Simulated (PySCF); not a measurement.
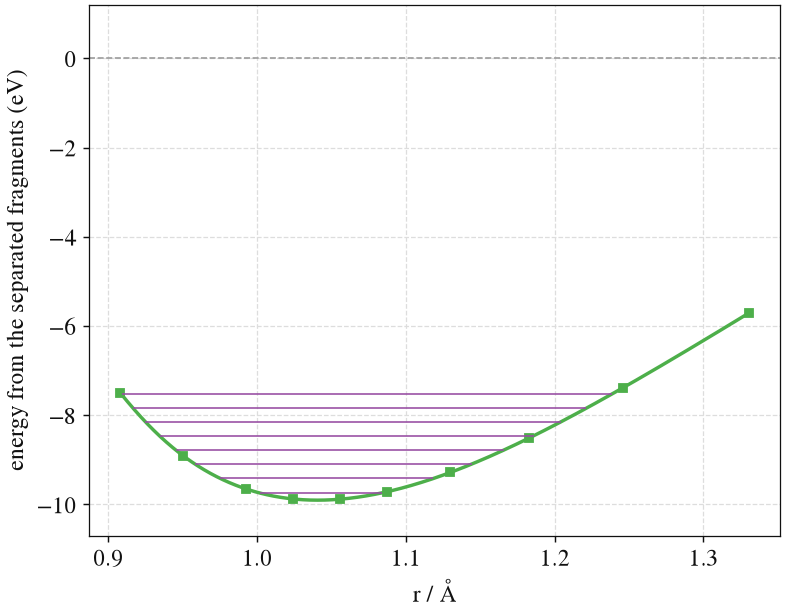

Bond curve of NO⁺, singlet. BHandHLYP/def2-TZVPPD, PySCF, UKS. One reference determinant with the occupation held, the lowest that a PBE0 search over spins and occupations found; no spin-orbit coupling. Zero is the separated fragments in their ground configurations, without counterpoise. The fragments are N + O⁺. With BHandHLYP the solution stays closed-shell at all points drawn; such a solution can't reach the open-shell fragments at long range. 2 further points of the run are not drawn. Horizontal lines: vibrational levels from ωe and ωexe, starting at v = 0.

### What constants does a Dunham fit to the curve give (main isotopes)?

re = 1.041 Å, ωe = 2656 cm⁻¹, ωexe = 13.2 cm⁻¹, De = 9.90 eV, Be = 2.08 cm⁻¹.

### How stiff is the bond?

The force constant is 31.04 mdyn/Å, which gives ωe = 2656 cm⁻¹.

### How much does zero-point motion take off the well depth?

0.164 eV (1325 cm⁻¹): De = 9.90 eV, D0 = 9.74 eV.
